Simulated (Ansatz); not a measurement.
# VSi2N4 monolayer in a perpendicular field

What dipole does a perpendicular field induce in the VSi2N4 monolayer, and does the gap follow? A positive field points along +c.

Method: plane-wave DFT, PBE-D3(BJ), Ansatz PAW (set soft_1); PAW set soft_1, in Ansatz 0.2.0.

## 1. The structure

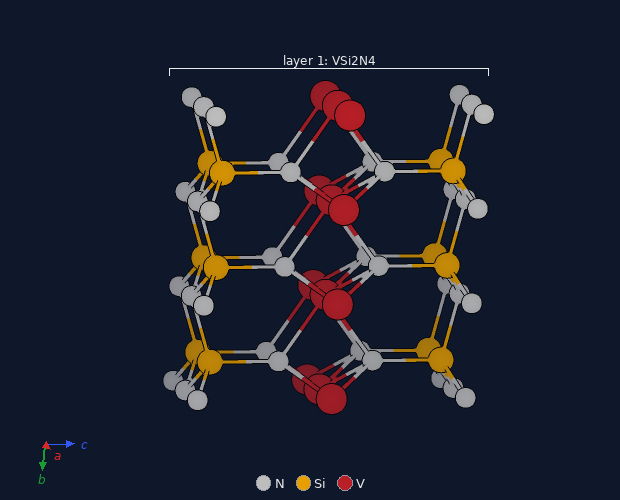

Start, viewed from the side, with the c axis across the page; nitrogen light grey, silicon orange, vanadium red. 2×3×1 cells are drawn. Bonds to atoms that aren't drawn are left out. Some periodic images of atoms are drawn too.

The cell holds 7 atoms: 4 N, 2 Si and 1 V. Its edges and angles: a = 2.920 Å, b = 2.920 Å, c = 44.631 Å, α = 90.0°, β = 90.0°, γ = 120.0°. Vacuum lies along c.

Coordinates:

```cif
data_structure
_symmetry_space_group_name_H-M 'P 1'
_symmetry_Int_Tables_number 1
_cell_length_a 2.9200
_cell_length_b 2.9200
_cell_length_c 44.6308
_cell_angle_alpha 90.000
_cell_angle_beta 90.000
_cell_angle_gamma 120.000
_cell_volume 329.56
loop_
_atom_site_label
_atom_site_type_symbol
_atom_site_fract_x
_atom_site_fract_y
_atom_site_fract_z
_atom_site_occupancy
N1 N 0.00000 0.00000 0.42347 1
Si2 Si 0.33333 0.66667 0.43399 1
N3 N 0.33333 0.66667 0.47320 1
V4 V 0.00000 0.00000 0.50000 1
N5 N 0.33333 0.66667 0.52680 1
Si6 Si 0.33333 0.66667 0.56601 1
N7 N 0.00000 0.00000 0.57653 1
```

## 2. Relaxing the slab

The starting cell is a guess, so the in-plane lattice and the atoms are relaxed first, with the slab cut off from its images along the normal.

The input, input.yaml:

```yaml
crystal:
  lattice:
    - [2.92, 0.0, 0.0]
    - [-1.46, 2.5287941791, 0.0]
    - [0.0, 0.0, 44.6308141166]
  atoms:
    - { symbol: "N", position: [0.0, 0.0, 0.423474238] }
    - { symbol: Si, position: [0.3333333333, 0.6666666667, 0.4339923585] }
    - { symbol: "N", position: [0.3333333333, 0.6666666667, 0.4732029361] }
    - { symbol: V, position: [0.0, 0.0, 0.5], spin: 1.0 }
    - { symbol: "N", position: [0.3333333333, 0.6666666667, 0.5267970639] }
    - { symbol: Si, position: [0.3333333333, 0.6666666667, 0.5660076415] }
    - { symbol: "N", position: [0.0, 0.0, 0.576525762] }
  periodic: [true, true, false]
magnetization:
  spin_polarized: true
kpoints:
  mp_grid: { grid: [12, 12, 1] }
hamiltonian:
  xc: pbe
  dispersion: d3bj
  pseudopotentials: { kind: paw, azcp: { folder: soft_1 } }
scf:
  occupations: { method: fermi_dirac, width: 0.05 }
  convergence: { dr2_threshold: 1.0e-09 }
relax:
  f_tol: 0.004
  max_steps: 90
  cell: {}
output:
  write_potential: true
  write_density: true
  volumetric_format: npy
```

On the command line:

```sh
$ ansatz run input.yaml --threads 2 --pin off --max-ram 3072MiB --backend cpu --events-out ev --progress --plain --runs-dir out
```

Numbers of over 12 decimals in the logs are rounded to 6 here.

What it wrote:

```text
Warning: relax.cell: scf.convergence.dr2_threshold = 1e-9 eV is looser than the 2.47108561653e-10 eV advised for a relaxation that steers and ends on the stress (1e-10 eV for each atom of the cell: 7, times the square of relax.cell.stress_2d_tol = 0.05 N/m over 16.8 Å (the atoms' height at the walk's start and 5 Å past either face), 2.971e-2 GPa, over a crystal's default 0.05). What an SCF threshold leaves in a stress goes as its square root, and in the free energy as the threshold itself, and one threshold admits the most on a small cell: [figures from the program's tests cut] Set scf.convergence.dr2_threshold to 2.47108561653e-10 eV or tighter. [rest of the remark cut]
Engine: ansatz 0.2.0, aarch64-unknown-linux-gnu
Pseudopotentials: kind: paw
Pseudopotential: N, paw, valence charge 5, recommended cutoff 420 eV (normal), soft_1/N.paw.azcp
Pseudopotential: Si, paw, valence charge 4, recommended cutoff 420 eV (normal), soft_1/Si.paw.azcp
Pseudopotential: V, paw, valence charge 13, recommended cutoff 420 eV (normal), soft_1/V.paw.azcp
Functional definition: PBE
  parameter kappa = 0.804
  parameter beta = 0.066725
  exchange = pbe_x(kappa = kappa, mu = beta*pi^2/3)
  correlation = pbe_c(beta = beta)
Crystal: 7 atoms, lattice volume = 329.557 Å³
Basis set: ecut = 420 eV, 6389 PW (Γ), exchange–correlation on 40×40×600 points (8 copies of the dense FFT grid, shifted against one another)
Bands: 28, of which v1, the nominal top of the filled ones, is band 21 counted from 1 (20 counted from 0)
Symmetry: 12 space group operations
Space group: P-6m2 (ITA 187), of the structure as read, at distance tolerance 6.9e-5 Å
Magnetic group: BNS 187.209 (UNI 1439), of the structure as read, at distance tolerance 6.9e-5 Å
k-points: 19 of 144 (time reversal used)
Non-local potential: N, projectors of the file, l = 0: 2, l = 1: 2, l = 2: 1
Non-local potential: Si, projectors of the file, l = 0: 2, l = 1: 2, l = 2: 1
Non-local potential: V, projectors of the file, l = 0: 3, l = 1: 2, l = 2: 3, l = 3: 1
PAW form: soft (Blöchl's): semilocal exchange-correlation on the pseudo side does not see the compensation charge
PAW one-centre angular grid: N, 110 points (default); XC on 64 Gauss nodes
PAW one-centre angular grid: Si, 110 points (default); XC on 64 Gauss nodes
PAW one-centre angular grid: V, 590 points (default); XC on 64 Gauss nodes
Initial density: superposition of atomic densities (neutral atoms: chi_scale 0, normalization atom)
Starting moments: Σ|m| = 1 μB on 1 of 7 sites
Initial wavefunctions: pseudopotential atomic-orbital guess
Functional: x = pbe(κ = 0.804, μ = 0.219515), c = pbe(β = 0.066725)
SCF iter   1: F=—  HF=-5737.122943 eV  |F-HF|=—  |Δ(HF+E_count)|=         —  Δρ=4.65e-2 (↑4.65e-2 ↓4.51e-2)  dr2=3.08e1  dr2_m=5.41e-2  M=0.918 μB ∫|m|=0.989 μB  β_m=0.30  ethr=3.10e-3  ⟨swp⟩=16.4  Hψ=9687  notcnv=0
Mixer restart at iter 1: flushing history
preconditioner: auto → Resta (q_TF=auto, 1.928 Å⁻¹)  ε∞=1.9  [insulator: Δε(μ)=0.193 eV  Ē_g=12.308 eV  σ=0.050 eV  W_gap=0.69  n_scr=26 (ndim 8)  ℏωp=11.8 eV  f_vac=0.757  D(μ)=0.93/eV (n_scr^D=10)  ε∞_Penn≈1.9  vacuum switching on, ρ_ref=1.1e-2 e/Å³]
spin=Collinear: Resta preconditioning applied to the charge; magnetization (m = ρ↑ − ρ↓) channel mixes plain (no charge-response kernel on spin).
SCF iter   2: F=—  HF=-5728.317084 eV  |F-HF|=—  |Δ(HF+E_count)|=    8.81e0  Δρ=1.53e-2 (↑1.49e-2 ↓1.53e-2)  dr2=3.21e0  dr2_m=2.25e-2  M=0.915 μB ∫|m|=1.047 μB  β_m=0.34  ethr=3.10e-3  ⟨swp⟩=5.4  Hψ=3594  notcnv=0  defer=85
SCF iter   3: F=—  HF=-5727.864204 eV  |F-HF|=—  |Δ(HF+E_count)|=   4.53e-1  Δρ=8.77e-3 (↑8.77e-3 ↓8.64e-3)  dr2=5.97e-1  dr2_m=1.14e-2  M=0.942 μB ∫|m|=1.081 μB  β_m=0.48  ethr=3.10e-3  ⟨swp⟩=3.4  Hψ=2335  notcnv=0  defer=81
SCF iter   4: F=—  HF=-5728.018053 eV  |F-HF|=—  |Δ(HF+E_count)|=   1.54e-1  Δρ=3.80e-3 (↑3.80e-3 ↓3.20e-3)  dr2=1.07e-1  dr2_m=3.71e-3  M=0.975 μB ∫|m|=1.132 μB  β_m=0.57  ethr=1.46e-3  ⟨swp⟩=3.3  Hψ=2281  notcnv=0  defer=77
SCF iter   5: F=—  HF=-5728.088236 eV  |F-HF|=—  |Δ(HF+E_count)|=         —  Δρ=1.05e-3 (↑7.31e-4 ↓1.05e-3)  dr2=2.91e-3  dr2_m=1.24e-3  M=0.994 μB ∫|m|=1.194 μB  β_m=0.57  ethr=2.62e-4  ⟨swp⟩=3.9  Hψ=2703  notcnv=0  defer=77
SCF iter   6: F=—  HF=-5728.087948 eV  |F-HF|=—  |Δ(HF+E_count)|=   2.89e-4  Δρ=6.50e-4 (↑6.50e-4 ↓3.29e-4)  dr2=1.24e-3  dr2_m=5.61e-4  M=0.995 μB ∫|m|=1.209 μB  β_m=0.72  ethr=7.09e-6  ⟨swp⟩=3.4  Hψ=2880  notcnv=0  defer=77
SCF iter   7: F=—  HF=-5728.088515 eV  |F-HF|=—  |Δ(HF+E_count)|=   5.68e-4  Δρ=3.86e-4 (↑2.66e-4 ↓3.86e-4)  dr2=1.65e-3  dr2_m=8.71e-5  M=0.995 μB ∫|m|=1.218 μB  β_m=0.61  ethr=3.03e-6  ⟨swp⟩=3.1  Hψ=2187  notcnv=0  defer=77
SCF iter   8: F=—  HF=-5728.088227 eV  |F-HF|=—  |Δ(HF+E_count)|=   2.88e-4  Δρ=1.31e-4 (↑6.48e-5 ↓1.31e-4)  dr2=1.27e-4  dr2_m=8.59e-6  M=0.996 μB ∫|m|=1.224 μB  β_m=0.72  ethr=3.03e-6  ⟨swp⟩=2.7  Hψ=1776  notcnv=0  defer=77
SCF iter   9: F=—  HF=-5728.088231 eV  |F-HF|=—  |Δ(HF+E_count)|=   3.71e-6  Δρ=4.88e-5 (↑4.88e-5 ↓2.41e-5)  dr2=4.85e-6  dr2_m=3.28e-6  M=0.996 μB ∫|m|=1.228 μB  β_m=0.75  ethr=3.10e-7  ⟨swp⟩=3.1  Hψ=2270  notcnv=0  defer=77
SCF iter  10: F=—  HF=-5728.088544 eV  |F-HF|=—  |Δ(HF+E_count)|=   3.13e-4  Δρ=1.99e-5 (↑1.99e-5 ↓4.47e-6)  dr2=2.42e-6  dr2_m=2.18e-7  M=0.996 μB ∫|m|=1.229 μB  β_m=0.82  ethr=1.18e-8  ⟨swp⟩=3.7  Hψ=2612  notcnv=0  defer=77
SCF iter  11: F=—  HF=-5728.088544 eV  |F-HF|=—  |Δ(HF+E_count)|=   6.12e-8  Δρ=5.76e-6 (↑5.76e-6 ↓1.90e-6)  dr2=2.39e-7  dr2_m=1.38e-8  M=0.996 μB ∫|m|=1.229 μB  β_m=0.90  ethr=5.90e-9  ⟨swp⟩=2.3  Hψ=1515  notcnv=0  defer=77
SCF iter  12: F=—  HF=-5728.088544 eV  |F-HF|=—  |Δ(HF+E_count)|=   9.07e-9  Δρ=6.34e-7 (↑6.34e-7 ↓4.29e-7)  dr2=3.11e-9  dr2_m=2.85e-10  M=0.996 μB ∫|m|=1.229 μB  β_m=0.87  ethr=5.83e-10  ⟨swp⟩=2.8  Hψ=2081  notcnv=0  defer=77
SCF iter  13: F=—  HF=-5728.088544 eV  |F-HF|=—  |Δ(HF+E_count)|=  4.93e-10  Δρ=3.23e-7 (↑3.23e-7 ↓2.30e-7)  dr2=1.08e-9  dr2_m=1.99e-11  M=0.996 μB ∫|m|=1.229 μB  β_m=0.84  ethr=7.59e-12  ⟨swp⟩=3.7  Hψ=2546  notcnv=0  defer=77
SCF iter  14: F=—  HF=-5728.088544 eV  |F-HF|=—  |Δ(HF+E_count)|=  1.07e-10  Δρ=7.08e-8 (↑7.04e-8 ↓7.08e-8)  dr2=6.68e-11  dr2_m=2.05e-12  M=0.996 μB ∫|m|=1.229 μB  β_m=0.76  ethr=2.62e-12  ⟨swp⟩=3.1  Hψ=2114  notcnv=0  defer=77
SCF iter  15: F=-5728.088544 eV  HF=-5728.088544 eV  |F-HF|=1.31e-10  |Δ(HF+E_count)|=  3.27e-11  Δρ=2.22e-8 (↑2.22e-8 ↓1.92e-8)  dr2=5.72e-12  dr2_m=1.78e-13  M=0.996 μB ∫|m|=1.229 μB  ethr=1.00e-12  ⟨swp⟩=7.9  Hψ=7066  notcnv=0
SCF 1 converged in 15 iterations: F = -5728.088544 eV  dr2 = 5.72e-12
[...]
relax step   7: F+E_penalty+E_count = -5728.26643515 eV  Δ(F+E_penalty+E_count) = +3.703e-6 eV  max|allowed force component| = 4.723e-4 eV/Å  Δτ_max = 0.0003 Å  P = +0.002 N/m  Ω = 317.624 Å³  energy of the carried Pulay correction = +5.339e-3 eV  fix = [c, alpha, beta]  reactions: c +0.000 N/m  (7 SCF iters, accepted)
[...]
relax step   8: F+E_penalty+E_count = -5728.26207014 eV  Δ(F+E_penalty+E_count) = +4.365e-3 eV  max|allowed force component| = 3.317e-4 eV/Å  Δτ_max = 0.0000 Å  P = -0.108 N/m  Ω = 317.624 Å³  fix = [c, alpha, beta]  reactions: c +0.000 N/m  stress off target by 1.08e-1 N/m on what of the cell is left free  SCF on the basis re-selected at this cell (its energy is not comparable with the rows above)  (9 SCF iters)
[...]
relax step   9: F+E_penalty+E_count = -5728.26212667 eV  Δ(F+E_penalty+E_count) = -5.653e-5 eV  max|allowed force component| = 5.643e-4 eV/Å  Δτ_max = 0.0003 Å  P = -0.002 N/m  Ω = 317.520 Å³  energy of the carried Pulay correction = +4.848e-5 eV  fix = [c, alpha, beta]  reactions: c +0.000 N/m  (7 SCF iters, accepted)
iter 1 solved again at ethr=1.37e-7 eV; its pass at ethr=3.10e-3 eV (dr2=5.63e-5 eV) is discarded
SCF iter   1: F=—  HF=-5728.262083 eV  |F-HF|=—  |Δ(HF+E_count)|=         —  Δρ=6.95e-7 (↑6.76e-7 ↓6.95e-7)  dr2=4.38e-9  dr2_m=2.25e-11  M=0.971 μB ∫|m|=1.151 μB  β_m=0.65  ethr=1.37e-7  ⟨swp⟩=7.0  Hψ=15540  notcnv=0
eigensolver tolerance schedule: the retry pair's looser diagonalisation over-reported the residual by 12861.36 of it (diagonalisation noise at 1.32 of the residual, at the tolerance the schedule requests for it); recorded, not acted on — ethr = c·dr2/N_el stays at c = 1.0e-1
spin=Collinear: LDOS preconditioning applied to the charge; magnetization (m = ρ↑ − ρ↓) channel mixes plain (no charge-response kernel on spin).
SCF iter   2: F=—  HF=-5728.262055 eV  |F-HF|=—  |Δ(HF+E_count)|=   2.80e-5  Δρ=6.25e-7 (↑6.25e-7 ↓5.26e-7)  dr2=7.53e-9  dr2_m=3.41e-11  M=0.971 μB ∫|m|=1.151 μB  β_m=0.30  ethr=1.07e-11  ⟨swp⟩=6.8  Hψ=4699  notcnv=0
SCF iter   3: F=—  HF=-5728.262055 eV  |F-HF|=—  |Δ(HF+E_count)|=   1.48e-9  Δρ=4.39e-7 (↑4.39e-7 ↓3.79e-7)  dr2=1.43e-9  dr2_m=1.10e-11  M=0.971 μB ∫|m|=1.151 μB  β_m=0.65  ethr=1.07e-11  ⟨swp⟩=2.4  Hψ=1605  notcnv=0
SCF iter   4: F=—  HF=-5728.262055 eV  |F-HF|=—  |Δ(HF+E_count)|=   1.61e-9  Δρ=1.57e-7 (↑1.57e-7 ↓1.38e-7)  dr2=1.93e-10  dr2_m=2.26e-12  M=0.971 μB ∫|m|=1.151 μB  β_m=0.60  ethr=3.49e-12  ⟨swp⟩=2.9  Hψ=2208  notcnv=0
SCF iter   5: F=-5728.262055 eV  HF=-5728.262055 eV  |F-HF|=3.34e-10  |Δ(HF+E_count)|=   5.90e-9  Δρ=2.59e-7 (↑2.59e-7 ↓2.10e-7)  dr2=9.63e-10  dr2_m=2.27e-12  M=0.971 μB ∫|m|=1.151 μB  ethr=1.00e-12  ⟨swp⟩=13.7  Hψ=9104  notcnv=0
SCF 10 converged in 5 iterations: F = -5728.262055 eV  dr2 = 9.63e-10
relax step  10: F+E_penalty+E_count = -5728.26205503 eV  Δ(F+E_penalty+E_count) = +7.164e-5 eV  max|allowed force component| = 5.589e-4 eV/Å  Δτ_max = 0.0000 Å  P = -0.003 N/m  Ω = 317.520 Å³  fix = [c, alpha, beta]  reactions: c +0.000 N/m  stress off target by 3.19e-3 N/m on what of the cell is left free  SCF on the basis re-selected at this cell (its energy is not comparable with the rows above)  (5 SCF iters)
basis re-selected at this cell: Δ(F+E_penalty+E_count) = +7.164e-5 eV, ΔP = -0.001 N/m vs the last step (what re-selecting the basis moved, of the pressure what is left beyond the Pulay correction that the steps carried, after the strain that the cell walked since its last selection, with what the two solves' SCF thresholds leave and, on support functions, any second-order correction that the steps lacked; it is no m [...]
WARN: The output density's exchange-correlation potential varies sharply where the density is thin. Do not read a vacuum level from v_tot or v_xc, or from such a field of the output density. On a cell that repeats whose density bears no net charge and no dipole along the vacuum's axis use v_es (v_loc + v_h of the components); under efield.dipole_correction with no amplitude use v_es + v_field, which holds any externa [...]
SCF converged after 5 iterations
Magnetization: 0.9706 μB (20.9853 up, 20.0147 down)
Absolute magnetization: 1.1512 μB (∫|ρ↑−ρ↓|, with the PAW one-centre terms)
Spin contamination: 0.0134 ħ² per cell (⟨S²⟩ above its minimum at these occupations)
Per-site moments (μB) at R_I (Å): [(0.0027509, 0.717544), (0.002843, 0.717544), (-0.036297, 0.722132), (0.723599, 0.834176), (-0.036297, 0.722132), (0.002843, 0.717544), (0.0027509, 0.717544)]
Free energy (F): -5728.262055 eV
Harris-Foulkes:  -5728.262055 eV  (|F-HF|=3.34e-10)
Internal energy: -5728.257225 eV  (E = F + TS)
E sigma→0 (E₀):  -5728.259640 eV
Entropy (-TS):   -0.004830 eV (-0.690 meV/atom)
Fermi energy:    -5.515252 eV
--- Per-component energies (eV) ---
  E_band       = -831.258506
  E_kinetic    = 909.917146
  E_local      = -185236.807814  (includes V_loc(G=0)·N_el)
  E_nonlocal   = 261.359341
  E_hartree    = 92039.537085
  E_xc         = -470.898579
  E_vxc        = -549.312978  (∫ρ·V_xc dr)
  E_paw        = -2660.444420  (= ΣΔE_a)
  E_vpaw       = -295.491787  (= ΣTr[D̂ρ^β])
  E_aug_tail   = 0.004453  (compensation charges beyond the density's cutoff)
  E_ewald      = 89430.862764
  E_disp       = -1.787202  (pairwise vdW)
  E_smearing   = -0.004830  (= −TS)
  E_closure    = 0.000000  (closes the sum)
  Σ components = -5728.262055   (vs F -5728.262055, Δ=0.00e0)
--- Forces (eV/Å), atoms counted from 1 ---
  atom   1  N      0.00000000     0.00000000    -0.00014096
  atom   2  Si    -0.00000000    -0.00000000    -0.00001508
  atom   3  N      0.00000000     0.00000000     0.00055892
  atom   4  V      0.00000000     0.00000000     0.00000000
  atom   5  N      0.00000000     0.00000000    -0.00055892
  atom   6  Si    -0.00000000    -0.00000000     0.00001508
  atom   7  N      0.00000000     0.00000000     0.00014096
  max |Σ_I F_I| component: 7.40e-17 eV/Å
--- 2D stress c σ (N/m, compression-positive) ---
       -0.003194       0.000000       0.000000
        0.000000      -0.003194       0.000000
        0.000000       0.000000       0.000000
  P = ½ c Tr σ = -0.0032 N/m
--- Band table (eV; the first three rows and the last of 38) ---
  k-point 0 ↑: bands = [... 17 lower, -7.4266, -7.4100, -7.4100, -5.4966, -2.9767, -2.9767, -2.8990, -2.8990, ... 3 higher]
  k-point 1 ↑: bands = [... 17 lower, -7.6807, -7.5385, -7.2313, -5.5709, -3.0700, -3.0649, -2.9730, -2.8396, ... 3 higher]
  k-point 2 ↑: bands = [... 17 lower, -8.0257, -7.8552, -7.2928, -5.8705, -3.2859, -3.1739, -3.0832, -2.5123, ... 3 higher]
  k-point 18 ↓: bands = [... 17 lower, -9.1997, -7.5353, -6.9218, -5.0466, -3.4180, -2.5098, -2.1780, -1.5785, ... 3 higher]
  the weakly bound empty levels are not read free of the cell's end (no_gap_told)
--- Relaxed structure (8 steps of the walk, 7 accepted, 2 SCFs on fresh bases) ---
  F+E_penalty+E_count = -5728.26205503 eV   max|allowed force component| = 5.589e-4 eV/Å   (the final SCF, on the basis selected at the relaxed cell)
  cell:  # Å, volume = 317.5203 Å³
    - [2.866177, 0, 0.0]
    - [-1.433089, 2.482182, 0.0]
    - [0.0, 0.0, 44.6308141166]
  atoms:
    - { symbol: N, position: [1.0573552618555e-17, -5.1357255561990615e-17, 0.422716] }
    - { symbol: Si, position: [0.333333, 0.666667, 0.434731] }
    - { symbol: N, position: [0.333333, 0.666667, 0.473955] }
    - { symbol: V, position: [1.0573552618554993e-17, -5.135725556199063e-17, 0.500000] }
    - { symbol: N, position: [0.333333, 0.666667, 0.526045] }
    - { symbol: Si, position: [0.333333, 0.666667, 0.565269] }
    - { symbol: N, position: [1.0573552618555e-17, -5.1357255561990615e-17, 0.577284] }
```

It took 4.2 min on 2 threads of Arm Neoverse V1, shared host; peak memory 0.69 GiB.

Relaxation path:

```csv
step,energy less that of the first step (eV),largest force component (eV/Å),volume (Å³)
1,0.0000,1.0509,329.56
2,-0.1605,0.2311,321.84
3,-0.1775,0.0729,317.41
4,-0.1773,0.1595,317.25
5,-0.1778,0.0375,317.43
6,-0.1779,0.0049,317.61
7,-0.1779,0.0005,317.62
8*,-0.1735,0.0003,317.62
9,-0.1736,0.0006,317.52
10*,-0.1735,0.0006,317.52
```

Relaxation steps marked * repeat the geometry before them on a plane-wave basis chosen anew for their cell, so energy and pressure can jump there. Relaxation step 4 was tried and not accepted.

The run keeps the 12 symmetry operations that it works with, so distortions that break them were not tested.

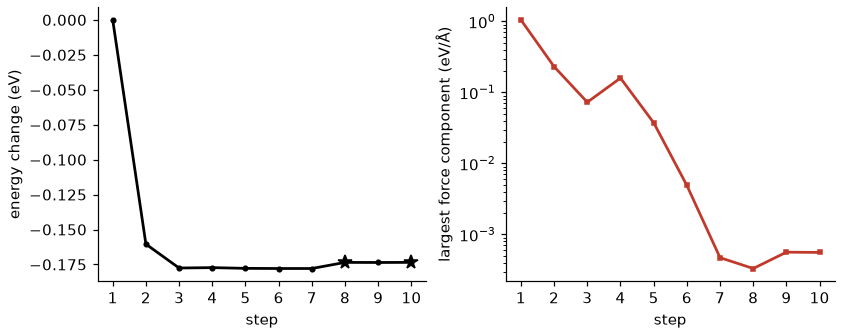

Energy and largest force along the relaxation. Stars mark steps on a basis chosen anew.

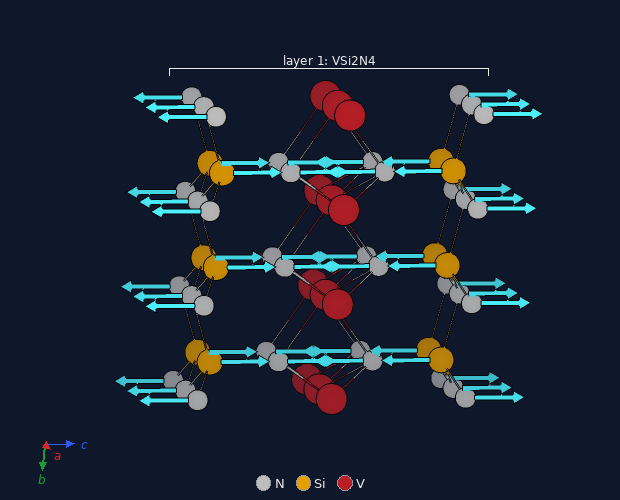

Displacements in the relaxation, exaggerated, measured against the changing cell; the longest in the cell stands for 0.03 Å. Bonds to atoms that aren't drawn are left out. 2×3×1 cells are drawn. Some periodic images of atoms are drawn too.

```csv
cell as run,before,after,change
a (Å),2.920,2.866,-1.8 %
b (Å),2.920,2.866,-1.8 %
```

The atoms that moved most (Å, along periodic axes as changes of fractional coordinates times the final cell, across vacuum about the mean position):

```csv
atom,dx,dy,dz,length
N7,0.000,0.000,0.034,0.034
N1,0.000,0.000,-0.034,0.034
N3,0.000,0.000,0.034,0.034
N5,0.000,0.000,-0.034,0.034
Si2,0.000,0.000,0.033,0.033
Si6,0.000,0.000,-0.033,0.033
```

Final coordinates:

```xyz
7
Lattice="2.8662 0.0000 0.0000 -1.4331 2.4822 0.0000 0.0000 0.0000 44.6308" Properties=species:S:1:pos:R:3
N     0.0000    0.0000   18.8662
Si    0.0000    1.6548   19.4024
N     0.0000    1.6548   21.1530
V     0.0000    0.0000   22.3154
N     0.0000    1.6548   23.4778
Si    0.0000    1.6548   25.2284
N     0.0000    0.0000   25.7646
```

Numbers from this step:

| Item | Value |
| --- | --- |
| energy at zero smearing | -5728.2596 eV |
| total moment | 0.9706 μB |
| site moments | 0.002751, 0.002843, -0.03630, 0.7236, -0.03630, 0.002843, 0.002751 μB |

Site moment by atom:

```csv
atom,site moment (μB)
N1,0.003
Si2,0.003
N3,-0.036
V4,0.724
N5,-0.036
Si6,0.003
N7,0.003
```

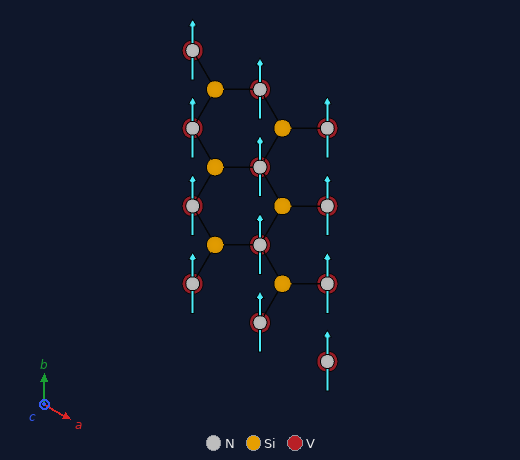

Site moment as arrows, the longest 0.724 μB. Up and down stand for the sign. Arrows give size and sign along the axis of quantisation, drawn up and down the page. Bonds to atoms that aren't drawn are left out. 2×3×1 cells are drawn. Some periodic images of atoms are drawn too.

The lattice constant a goes from 2.920 to 2.866 Å.

(Continued in part 2 of 3.)

[Logs are printed without paths, hosts, clocks, repeated set-up lines and the standing remarks that a program may print on its own settings, such as how far it seeks lower states.]

[Hosts, paths, dates, database ids (printed as entryN), source tags and the programs' standing remarks are cut or masked in the printed files.]

[Maps of the electrostatic potential energy from Ansatz leave out the sawtooth potential of an applied field or a dipole correction, so their vacuum need not be flat; planar profiles and work functions include it.]
